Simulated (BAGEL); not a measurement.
**UHF/def2-SVPD (density fitting with qzvpp-jkfit) run of Si2H5O (SMILES O[SiH][SiH3])**

What is the vertical doublet–quartet gap of Si2H5O at UHF/def2-SVPD (density fitting with qzvpp-jkfit)? 

The calculation is run with BAGEL 1.2.2.

8 further runs of the same task are left out: 4 that didn't finish, 4 set aside as unsound or not needed.

## (1) The structure to begin with

Si2H5O: 8 atoms, total charge 0, spin state doublet. SMILES: `O[SiH][SiH3]`. Geometry: relaxed at PBE0-D4/def2-TZVP. This is one conformer, not always the lowest.

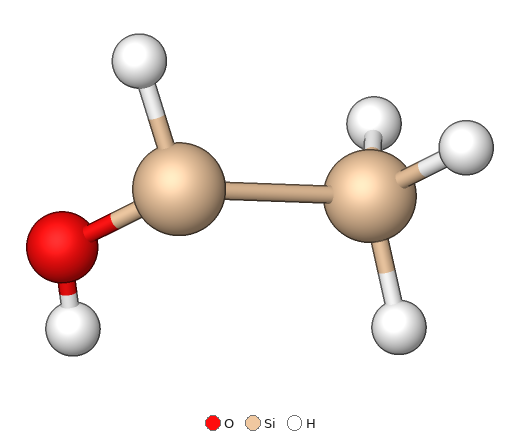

Viewed from a chosen angle; oxygen red, silicon light orange, hydrogen white.

## (2) The energy at UHF/def2-SVPD (density fitting with qzvpp-jkfit)

Contents of input.json:

```json
{ "bagel" : [

{
  "title" : "molecule",
  "basis" : "def2-svpd.json",
  "df_basis" : "qzvpp-jkfit",
  "angstrom" : true,
  "geometry" : [
    { "atom" : "O", "xyz" : [   -0.929000,    0.938400,   -1.717100 ] },
    { "atom" : "Si", "xyz" : [    0.090400,    1.134000,   -0.425000 ] },
    { "atom" : "Si", "xyz" : [    0.314200,   -0.774200,    0.917600 ] },
    { "atom" : "H", "xyz" : [   -1.805900,    0.598400,   -1.530300 ] },
    { "atom" : "H", "xyz" : [    1.378700,    1.582300,   -1.024400 ] },
    { "atom" : "H", "xyz" : [    1.190000,   -0.426800,    2.069000 ] },
    { "atom" : "H", "xyz" : [    0.883900,   -1.960400,    0.216700 ] },
    { "atom" : "H", "xyz" : [   -1.030200,   -1.148700,    1.437600 ] }
  ]
},
{ "title" : "uhf", "charge" : 0, "nopen" : 1 },
{ "title" : "print", "file" : "orbitals.molden", "orbitals" : true }

]}
```

The basis set def2-SVPD is read from a file made from the Basis Set Exchange's data (not shown).

Run with:

```
$ BAGEL_NUM_THREADS=1 BAGEL input.json > input.out
```

Output:

```text
* using 1 threads per process

  ===============================================================
  ===============================================================

  *** Geometry ***

  { "atom" : "O", "xyz" : [     -1.755556,      1.773319,     -3.244849 ] },
  { "atom" : "Si", "xyz" : [      0.170831,      2.142949,     -0.803134 ] },
  { "atom" : "Si", "xyz" : [      0.593752,     -1.463026,      1.734013 ] },
  { "atom" : "H", "xyz" : [     -3.412656,      1.130812,     -2.891848 ] },
  { "atom" : "H", "xyz" : [      2.605365,      2.990114,     -1.935835 ] },
  { "atom" : "H", "xyz" : [      2.248774,     -0.806535,      3.909843 ] },
  { "atom" : "H", "xyz" : [      1.670329,     -3.704619,      0.409504 ] },
  { "atom" : "H", "xyz" : [     -1.946796,     -2.170728,      2.716670 ] },

  Number of auxiliary basis functions:      423

  Since a DF basis is specified, we compute 2- and 3-index integrals:
    o Being stored without compression. Storage requirement is 0.042 GB

  Number of basis functions:      111
  Number of electrons      :       41

    * METHOD: MOLECULE                             0.19

  *** Open-shell HF ***

  === Nuclear Repulsion ===
   142.9484794232

      * DIIS with orbital gradients will be used.

  === UHF iteration (def2-svpd.json) ===
      0       -655.15589170          0.03699308           0.13
      1       -655.28074030          0.03079222           0.14
      2       -655.34229061          0.02021948           0.17
      3       -655.39890780          0.00148167           0.17
      4       -655.39987519          0.00039036           0.17
      5       -655.39998513          0.00015328           0.17
      6       -655.40001188          0.00005228           0.17
      7       -655.40001662          0.00001985           0.14
      8       -655.40001766          0.00000737           0.13
      9       -655.40001782          0.00000283           0.17
     10       -655.40001783          0.00000156           0.17
     11       -655.40001783          0.00000060           0.17
     12       -655.40001783          0.00000024           0.17
     13       -655.40001784          0.00000011           0.17
     14       -655.40001784          0.00000005           0.14
     15       -655.40001784          0.00000003           0.14
     16       -655.40001784          0.00000001           0.17
     17       -655.40001784          0.00000001           0.17
    * SCF iteration converged.

    * S^2 (UHF) is 0.7579

    * Permanent dipole moment:
           (    0.345887,     0.201860,    -0.298401) a.u.

    * METHOD: UHF                                  3.04

    * METHOD: PRINT                                0.02

  ===============================================================
```

It took 3.6 s on 1 thread of Arm Neoverse V2, shared host; peak memory 0.13 GiB.

## (3) The quartet at the same level

Contents of job.json:

```json
{ "bagel": [

{
  "title": "molecule",
  "basis": "def2-svpd.json",
  "df_basis": "qzvpp-jkfit",
  "angstrom": true,
  "geometry": [
    { "atom": "O", "xyz": [      -0.929000,       0.938400,      -1.717100 ] },
    { "atom": "Si", "xyz": [       0.090400,       1.134000,      -0.425000 ] },
    { "atom": "Si", "xyz": [       0.314200,      -0.774200,       0.917600 ] },
    { "atom": "H", "xyz": [      -1.805900,       0.598400,      -1.530300 ] },
    { "atom": "H", "xyz": [       1.378700,       1.582300,      -1.024400 ] },
    { "atom": "H", "xyz": [       1.190000,      -0.426800,       2.069000 ] },
    { "atom": "H", "xyz": [       0.883900,      -1.960400,       0.216700 ] },
    { "atom": "H", "xyz": [      -1.030200,      -1.148700,       1.437600 ] }
  ]
},

{
  "title": "uhf",
  "nopen": 3
},

{
  "title": "print",
  "file": "orbitals.molden",
  "orbitals": true
}

]}
```

The basis set def2-SVPD is read from a file made from the Basis Set Exchange's data (not shown).

Run with:

```
$ BAGEL_NUM_THREADS=1 BAGEL job.json > job.out
```

Output:

```text
* using 1 threads per process

  ===============================================================
  ===============================================================

  *** Geometry ***

  { "atom" : "O", "xyz" : [     -1.755556,      1.773319,     -3.244849 ] },
  { "atom" : "Si", "xyz" : [      0.170831,      2.142949,     -0.803134 ] },
  { "atom" : "Si", "xyz" : [      0.593752,     -1.463026,      1.734013 ] },
  { "atom" : "H", "xyz" : [     -3.412656,      1.130812,     -2.891848 ] },
  { "atom" : "H", "xyz" : [      2.605365,      2.990114,     -1.935835 ] },
  { "atom" : "H", "xyz" : [      2.248774,     -0.806535,      3.909843 ] },
  { "atom" : "H", "xyz" : [      1.670329,     -3.704619,      0.409504 ] },
  { "atom" : "H", "xyz" : [     -1.946796,     -2.170728,      2.716670 ] },

  Number of auxiliary basis functions:      423

  Since a DF basis is specified, we compute 2- and 3-index integrals:
    o Being stored without compression. Storage requirement is 0.042 GB

  Number of basis functions:      111
  Number of electrons      :       41

    * METHOD: MOLECULE                             0.18

  *** Open-shell HF ***

  === Nuclear Repulsion ===
   142.9484794232

      * DIIS with orbital gradients will be used.

  === UHF iteration (def2-svpd.json) ===
      0       -654.82701760          0.03915224           0.17
      1       -654.83711852          0.04831168           0.17
      2       -654.93615699          0.03714200           0.17
      3       -655.16516569          0.00309631           0.17
      4       -655.17355718          0.00202072           0.12
      5       -655.17751247          0.00125935           0.15
      6       -655.18046340          0.00053600           0.17
      7       -655.18110310          0.00028262           0.17
      8       -655.18132794          0.00015397           0.17
      9       -655.18139915          0.00009557           0.17
     10       -655.18143116          0.00005859           0.17
     11       -655.18144297          0.00003804           0.13
     12       -655.18144791          0.00002661           0.15
     13       -655.18145023          0.00001521           0.17
     14       -655.18145107          0.00000671           0.17
     15       -655.18145119          0.00000375           0.17
     16       -655.18145121          0.00000255           0.17
     17       -655.18145123          0.00000133           0.17
     18       -655.18145124          0.00000080           0.13
     19       -655.18145124          0.00000060           0.15
     20       -655.18145124          0.00000042           0.17
     21       -655.18145124          0.00000028           0.17
     22       -655.18145124          0.00000015           0.17
     23       -655.18145124          0.00000009           0.17
     24       -655.18145124          0.00000005           0.17
     25       -655.18145124          0.00000003           0.12
     26       -655.18145124          0.00000002           0.16
     27       -655.18145124          0.00000001           0.17
    * SCF iteration converged.

    * S^2 (UHF) is 3.7627

    * Permanent dipole moment:
           (    0.107832,     0.438224,    -0.428506) a.u.

    * METHOD: UHF                                  4.66

    * METHOD: PRINT                                0.02

  ===============================================================
```

It took 5.1 s on 1 thread of Arm Neoverse V2, shared host; peak memory 0.13 GiB.

## (4) Summary of results

Level: UHF/def2-SVPD (density fitting with qzvpp-jkfit).

| quantity | value |
| --- | --- |
| doublet: total energy | -655.40002 Eh |
| doublet: dipole moment | 1.27 D |
| doublet: ⟨S²⟩ | 0.758 |
| quartet: total energy | -655.18145 Eh |
| quartet: dipole moment | 1.58 D |
| quartet: ⟨S²⟩ | 3.763 |
| vertical energy of the quartet above the doublet | 5.948 eV |

What this shows: At this shape the quartet lies 5.95 eV (574 kJ/mol) above the doublet.
